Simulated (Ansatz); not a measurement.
# Si3H7 (SMILES [SiH3][SiH][SiH3]): UPBE0/cc-pVDZ

What is the vertical doublet–quartet gap of Si3H7 at UPBE0/cc-pVDZ? 

The calculation is run with Ansatz 0.2.0.

26 further runs of the same task are left out: 26 set aside as unsound or not needed. Runs told in other sessions of the task aren't counted.

## (1) The molecule

Si3H7 has 10 atoms, charge 0, and is taken as a doublet. As SMILES, `[SiH3][SiH][SiH3]`. The shape is that of a PBE0-D4/def2-TZVP optimisation.

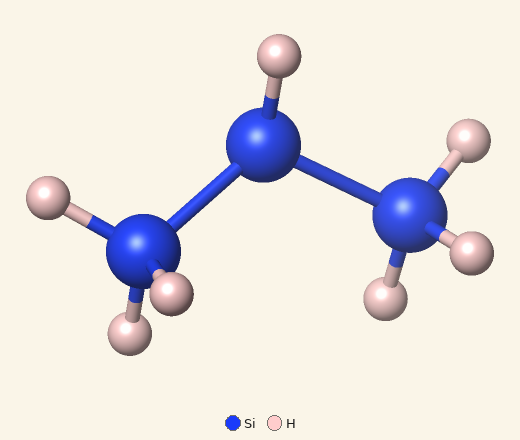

The structure, seen from a chosen angle (silicon blue, hydrogen pink).

## (2) The energy at UPBE0/cc-pVDZ

run.yaml

```yaml
crystal:
  periodic: [false, false, false]
  atoms:
    - {symbol: Si, position_ang: [-1.326900, 0.854900, -1.209200]}
    - {symbol: Si, position_ang: [0.719400, -0.131600, -0.719600]}
    - {symbol: Si, position_ang: [1.000400, -1.003300, 1.416100]}
    - {symbol: H, position_ang: [-2.411900, -0.065200, -0.777100]}
    - {symbol: H, position_ang: [-1.443700, 1.089800, -2.673000]}
    - {symbol: H, position_ang: [-1.505500, 2.157900, -0.508900]}
    - {symbol: H, position_ang: [1.885800, 0.672200, -1.184600]}
    - {symbol: H, position_ang: [-0.178100, -1.849500, 1.741300]}
    - {symbol: H, position_ang: [1.115000, 0.064100, 2.449300]}
    - {symbol: H, position_ang: [2.228500, -1.840300, 1.468800]}
basis:
  gaussian:
    orbitals: cc-pVDZ
total_charge: 0
magnetization:
  spin_polarized: true
  initial_magnetization: 1
hamiltonian:
  xc: pbe0
accuracy: high
output:
  orbitals: {seedname: orbitals}
```

Launch:

```bash
$ ansatz run run.yaml --threads 1 --pin off --max-ram 3480MiB --events-out events.jsonl --progress --plain --runs-dir runs
```

Output:

```text
Warning: RAYON_NUM_THREADS=1 ignored (pool sized by the plan → 1); use --threads N
Functional definition: PBE0
  name "PBE0"
  parameter a = 0.25
  parameter kappa = 0.804
  parameter beta = 0.06672455060314922
  exchange = (1 - a)*pbe_x(kappa = kappa, mu = beta*pi^2/3) + a*exact_x
  correlation = pbe_c(beta = beta)
2120 factors; integrals over basis functions are off by at most 3.8e-9 eV
mean field evaluation 1: about -23734.5879 eV, gradient 6.9e0 eV
mean field evaluation 2: about -23734.9749 eV, gradient 3.0e0 eV
mean field evaluation 4: about -23735.0413 eV, gradient 1.1e0 eV
mean field evaluation 8: about -23735.1751 eV, gradient 2.2e-2 eV
mean field evaluation 16: about -23735.1751 eV, gradient 7.6e-5 eV
mean field -23735.17510748 eV, -872.2515969205 hartree, gradient 6.0e-8 eV, S^2 0.754593; 0 other end points of the search recorded, 0 dependent functions left out
reference -23735.17511059 eV, -872.2515970345 hartree; 25, 24 occupied and 64, 65 virtual orbitals, 2120 factors
Total energy: -23735.17511059 eV, -872.2515970345 hartree
```

It took 15 s on 1 thread of Intel Xeon Platinum 8375C at 2.90GHz (Ice Lake), shared host; peak memory 0.49 GiB.

## (3) The quartet at the same level

run.yaml: that of step 2 with these lines changed.

```diff
@@ -16,10 +16,9 @@
     orbitals: cc-pVDZ
-total_charge: 0
+accuracy: high
 magnetization:
   spin_polarized: true
-  initial_magnetization: 1
+  initial_magnetization: 3
+output:
+  orbitals: {seedname: orbitals}
 hamiltonian:
   xc: pbe0
-accuracy: high
-output:
-  orbitals: {seedname: orbitals}
```

Launch:

```bash
$ ansatz run run.yaml --threads 1 --pin off --max-ram 3480MiB --events-out events.jsonl --progress --plain --runs-dir runs
```

Output, shortened:

```text
Warning: RAYON_NUM_THREADS=1 ignored (pool sized by the plan → 1); use --threads N
[... 7 set-up lines as earlier in the session ...]
2120 factors; integrals over basis functions are off by at most 3.8e-9 eV
mean field evaluation 1: about -23728.5116 eV, gradient 7.6e0 eV
mean field evaluation 2: about -23728.8951 eV, gradient 4.4e0 eV
mean field evaluation 4: about -23729.0752 eV, gradient 2.9e-1 eV
mean field evaluation 8: about -23729.2426 eV, gradient 4.1e-2 eV
mean field evaluation 16: about -23729.2428 eV, gradient 1.2e-3 eV
mean field evaluation 32: about -23729.2428 eV, gradient 1.9e-7 eV
mean field -23729.24281621 eV, -872.0335892374 hartree, gradient 3.4e-8 eV, S^2 3.756451; 6 other end points of the search recorded, 0 dependent functions left out
reference -23729.24281945 eV, -872.0335893562 hartree; 26, 23 occupied and 63, 66 virtual orbitals, 2120 factors
Total energy: -23729.24281945 eV, -872.0335893562 hartree
```

Wall time 29 s (1 thread of Intel Xeon Platinum 8375C at 2.90GHz (Ice Lake), shared host); peak memory 0.49 GiB.

## (4) What came out

Level: UPBE0/cc-pVDZ.

| quantity | value |
| --- | --- |
| doublet: total energy | -872.25160 Eh |
| doublet: HOMO energy (highest over α and β) | -6.11 eV |
| doublet: LUMO energy (lowest over α and β) | -2.78 eV |
| doublet: ⟨S²⟩ | 0.755 |
| quartet: total energy | -872.03359 Eh |
| quartet: HOMO energy (highest over α and β) | -2.26 eV |
| quartet: ⟨S²⟩ | 3.756 |
| vertical energy of the quartet above the doublet | 5.932 eV |

What this shows: At this shape the quartet lies 5.93 eV (572 kJ/mol) above the doublet.
